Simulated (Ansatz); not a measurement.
GeH6NSi (doublet)

Input

```
crystal:
  periodic: [false, false, false]
  atoms:
    - {symbol: Ge, position_ang: [-0.094759, 0.106476, 1.814724]}
    - {symbol: N, position_ang: [-0.970483, 3.191490, 0.889808]}
    - {symbol: Si, position_ang: [-0.308712, 1.770222, 0.116474]}
    - {symbol: H, position_ang: [-0.468566, 3.584151, 1.690739]}
    - {symbol: H, position_ang: [-1.324651, 3.944028, 0.292382]}
    - {symbol: H, position_ang: [1.057864, 1.885046, -0.529166]}
    - {symbol: H, position_ang: [-1.282279, 1.390096, -0.970663]}
    - {symbol: H, position_ang: [0.818453, -1.102833, 1.447381]}
    - {symbol: H, position_ang: [-1.430674, -0.436729, 2.406443]}
basis:
  gaussian:
    orbitals: def2-TZVPD
magnetization:
  spin_polarized: true
  initial_magnetization: 1
hamiltonian:
  xc: pbe0
output: {forces: true, orbitals: {seedname: orbitals}}
```

Launched as:

```sh
ansatz run input.yaml --threads 2 --pin off --max-ram 4350MiB --events-out events.jsonl --progress --plain --runs-dir runs
```

Geometry: PBE-D3(BJ)/def2-SVP.

All numbers below come from isolated molecule in a Gaussian basis; Kohn-Sham density functional theory, functional PBE0 in Ansatz.

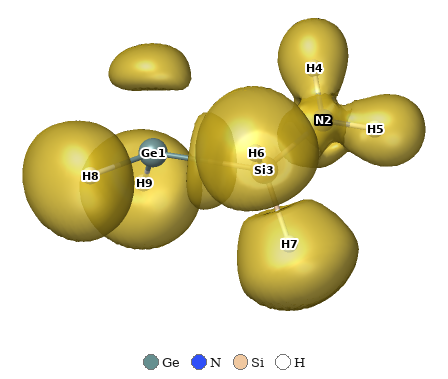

Figure 1. Isosurface of the ELF at 0.75 (yellow), seen at an oblique angle. Only the valence region is drawn (cores and ρ < 0.01 e/Å³ removed).

Question: What do the ELF domains correspond to?

Answer: The surface consists of one region between bonded Ge–Si atoms (shared pairs), four regions around hydrogen nuclei, one lobe on Ge, pointing away from the bonds (non-bonding electrons) and one joined region spread over several atoms (H, N), in which their bonds and any lone pairs are merged. Profiles from the grid: Si–N (1.75 Å): the ELF peaks at about 0.90 between the atoms, as expected for a shared but strongly polarised pair. Si–Ge (2.39 Å): the ELF peaks at about 0.95 between the atoms (localised, covalent bonding).

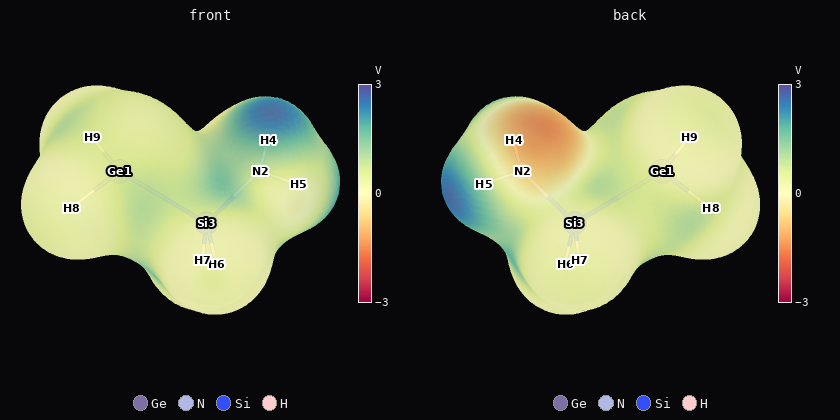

Figure 2. The molecular electrostatic potential painted on the density surface at 0.004 e/bohr³, seen from the front and from behind; the colour scale runs from red (negative) to blue (positive).

Question: Describe the electrostatic potential map.

Answer: The most negative region (about −1.4 V, or −32 kcal/mol for a unit charge) lies over N2, the most positive (about +2.6 V, or +60 kcal/mol for a unit charge) over H4 and H5. N2 is the likeliest acceptor of a hydrogen bond.

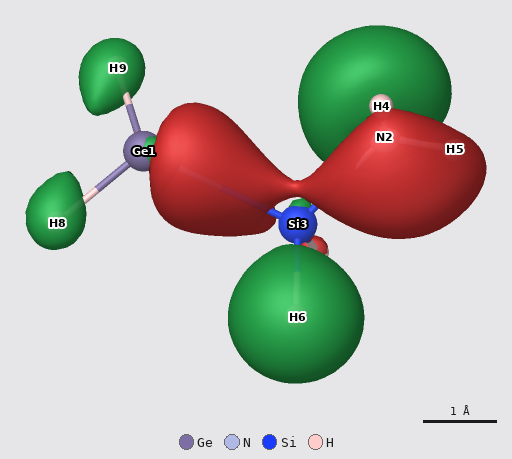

Figure 3. The HOMO−1 (α) at ±0.1 Å⁻³ᐟ² (green and red are the two phases), seen across its widest extent.

Question: What is the character of this orbital?

Answer: Its weight (Hirshfeld) is mainly on N2 (about 50 %), Si3 (about 15 %), H6 (about 10 %) and Ge1 (about 10 %). Its energy is −7.53 eV.

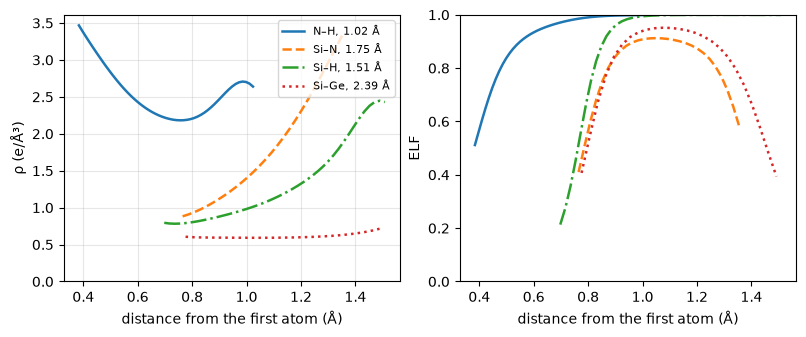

Figure 4. Total electron density and electron localisation function along straight lines between neighbouring atoms. The curves leave out the atomic cores.

Question: Compare the contacts.

Answer: N–H (1.02 Å): ρ at the midpoint is about 2.8 e/Å³; the ELF climbs to about 1 towards the hydrogen, as it does in any bond to H; an ordinary covalent bond to hydrogen.
Si–N (1.75 Å): ρ at the midpoint is about 1.1 e/Å³; the ELF peaks at about 0.90 between the atoms, as expected for a polar covalent bond.
Si–H (1.51 Å): ρ is about 0.78 e/Å³ halfway; the ELF climbs to about 1 towards the hydrogen.
Si–Ge (2.39 Å): the density is about 0.6 e/Å³ at the midpoint; the ELF peaks at about 0.95 between the atoms; localised, covalent bonding.
